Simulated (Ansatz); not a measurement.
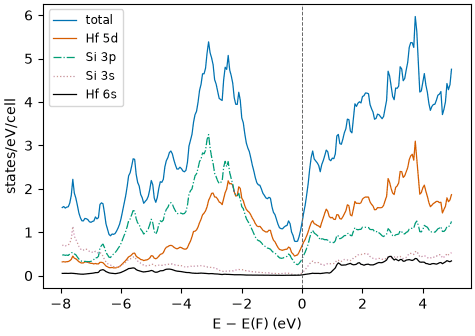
*Total and projected density of states of HfSi2 in space group Cmcm (No. 63; Si on 4c, Si on 4c, Hf on 4c), plane-wave PAW PBEsol (Ansatz code)*

Problem. Which orbitals carry the states next to the Fermi level?

Solution. Within 0.5 eV of the Fermi level: Hf 5d 49 %, Si 3p 35 %, Si 3s 8 %. Projections are on Löwdin-orthogonalised atomic valence shells; empty p or d shells of many metals are not among them.

Problem. Where is the tallest occupied peak in this window, and what makes it?

Solution. Near -3.1 eV, about 5.4 states/eV per cell; the largest projected share is Si 3p.

Symmetry was held in the PBEsol relaxation. The run is not spin-polarised. Spin–orbit coupling is left out wherever it is not named.

Potentials: the later of the program's two PAW sets.
